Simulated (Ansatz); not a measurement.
Run report: BSiH5ClF, frequency calculation

System: BSiH5ClF.
Method: RKS PBE0-D4/6-31G* (Ansatz 0.2.0).

It belongs to a series of runs on one base structure; here: vibrations at the highest image of the band. Figures and captions count atoms from 1; the log counts them from 0 in places.

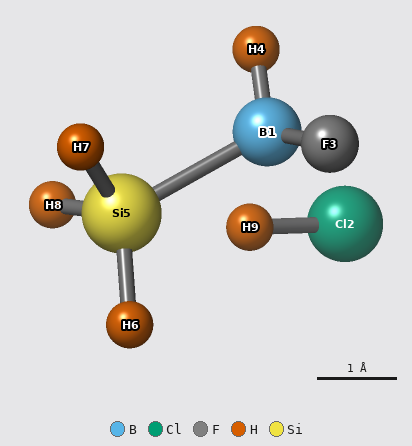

Fig. 1: The input geometry (ball-and-stick view, seen at a tilt; atoms are numbered from 1 in the order of the input). Bond lengths as drawn: B–F 1.33 Å, B–H 1.19 Å, B–Si 2.13 Å, Cl–H 1.49 Å and H–Si 1.49 Å.

**The input**
```yaml
crystal:
  periodic: [false, false, false]
  atoms:
    - { symbol: B, position_ang: [0.197316, 0.337248, 0.150969] }
    - { symbol: Cl, position_ang: [-0.464397, -0.715727, 2.070228] }
    - { symbol: F, position_ang: [1.44788, -0.061111, -0.064354] }
    - { symbol: H, position_ang: [-0.709735, 0.019987, -0.556687] }
    - { symbol: Si, position_ang: [0.081714, 2.389235, 0.719353] }
    - { symbol: H, position_ang: [1.015261, 2.814733, 1.794854] }
    - { symbol: H, position_ang: [0.531552, 2.94022, -0.589373] }
    - { symbol: H, position_ang: [-1.302913, 2.834146, 1.02097] }
    - { symbol: H, position_ang: [-0.15418, 0.64807, 1.560739] }
basis:
  gaussian: { orbitals: "6-31G*" }
hamiltonian:
  xc: pbe0
  dispersion: d4
phonons: {}
```

Run on 1 thread of Arm Neoverse V2, 24 GiB of memory available, shared host.

Launched with:
```bash
ansatz run input.yaml --threads 1 --pin off --max-ram 2048MiB --backend cpu --events-out ev --progress --plain --runs-dir out
```

**The program's output**
```
Engine: ansatz 0.2.0, aarch64-unknown-linux-gnu
Functional definition: PBE0
  parameter a = 0.25
  parameter kappa = 0.804
  parameter beta = 0.06672455060314922
  exchange = (1 - a)*pbe_x(kappa = kappa, mu = beta*pi^2/3) + a*exact_x
  correlation = pbe_c(beta = beta)
828 factors; integrals over basis functions are off by at most 6.7e-4 eV
mean field evaluation 1: about -23861.6814 eV, gradient 2.2e1 eV
mean field evaluation 2: about -23861.1204 eV, gradient 3.1e1 eV
mean field evaluation 4: about -23862.5430 eV, gradient 6.3e-1 eV
mean field evaluation 8: about -23862.5632 eV, gradient 7.9e-2 eV
mean field -23862.56322465 eV, -876.9330238796 hartree, gradient 6.9e-5 eV, S^2 0.000000; 0 other end points of the search recorded, 0 dependent functions left out
the calculation of the forces begins
reference -23862.56324866 eV, -876.9330247619 hartree; 25, 25 occupied and 53, 53 virtual orbitals, 828 factors
these checks for a lower state are left out or cut short: stability, starts, cluster_reference, orbital_swaps, neighbouring_geometries, increment
828 factors; integrals over basis functions are off by at most 6.7e-4 eV
mean field evaluation 16: about -23862.5439 eV, gradient 1.8e-1 eV
mean field -23862.56306154 eV, -876.9330178854 hartree, gradient 2.9e-6 eV, S^2 0.000000; 0 other end points of the search recorded, 0 dependent functions left out
[... from here on the field's lines of each further geometry are left out, up to the last ...]
the calculation of the forces begins
reference -23862.56322765 eV, -876.9330239897 hartree; 25, 25 occupied and 53, 53 virtual orbitals, 828 factors
these checks for a lower state are left out or cut short: stability, starts, cluster_reference, orbital_swaps, neighbouring_geometries, increment
828 factors; integrals over basis functions are off by at most 6.7e-4 eV
mean field -23862.56322761 eV, -876.9330239883 hartree, gradient 1.6e-6 eV, S^2 0.000000; 0 other end points of the search recorded, 0 dependent functions left out
the calculation of the forces begins
reference -23862.56325162 eV, -876.9330248706 hartree; 25, 25 occupied and 53, 53 virtual orbitals, 828 factors
WARN: phonons: modes at or below zero, which the zero-point energy, F, S and C_V leave out: 1, the lowest at -742.25 cm⁻¹. A minimum has none, and a first-order saddle one
Total energy: -23862.71446990 eV, -876.9385820402 hartree
Atom 0 at     0.197316     0.337248     0.150969 Å, force     0.000099     0.000059     0.000284 eV/Å
Atom 1 at    -0.464397    -0.715727     2.070228 Å, force     0.000040     0.000065    -0.000076 eV/Å
Atom 2 at     1.447880    -0.061111    -0.064354 Å, force     0.000073    -0.000100    -0.000035 eV/Å
Atom 3 at    -0.709735     0.019987    -0.556687 Å, force     0.000087    -0.000050    -0.000110 eV/Å
Atom 4 at     0.081714     2.389235     0.719353 Å, force    -0.000221    -0.000073     0.000023 eV/Å
Atom 5 at     1.015261     2.814733     1.794854 Å, force     0.000104    -0.000038    -0.000058 eV/Å
Atom 6 at     0.531552     2.940220    -0.589373 Å, force    -0.000061     0.000013    -0.000058 eV/Å
Atom 7 at    -1.302913     2.834146     1.020970 Å, force     0.000082     0.000113     0.000134 eV/Å
Atom 8 at    -0.154180     0.648070     1.560739 Å, force    -0.000203     0.000011    -0.000104 eV/Å
Dipole moment:    -0.062217     0.425503    -0.103318 e Å
Vibrations: -742.25 106.70 182.87 199.07 271.33 395.64 494.97 548.44 646.98 783.81 853.64 931.29 933.26 1007.67 1087.00 1291.11 1579.57 2257.28 2282.40 2294.65 2700.63 cm⁻¹, zero-point energy 1.292431 eV
```

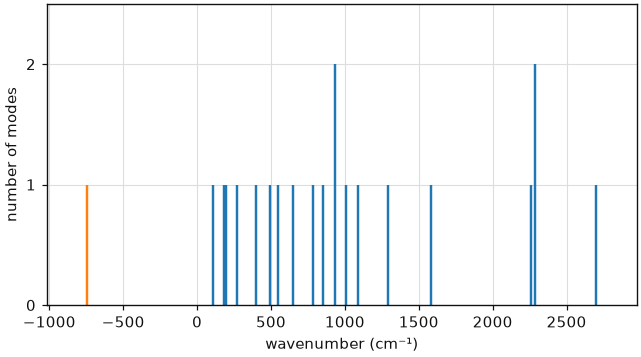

Fig. 2: Harmonic vibrational wavenumbers from the force constants; neighbouring modes closer than 16 cm⁻¹ are counted in one stick, and imaginary ones are drawn at negative wavenumbers. 21 modes from 742i to 2701 cm⁻¹, 1 imaginary beyond 8i (742i cm⁻¹): a first-order saddle point, if the geometry is stationary.

**Summary**

| quantity | value |
| --- | --- |
| outcome | converged |
| total energy | −23862.7145 eV |
| mean-field energy | −23862.5632 eV |
| largest force (length of the vector) | under 0.001 eV/Å |
| wall time | 1.8 min |
| peak memory | 0.15 GiB |
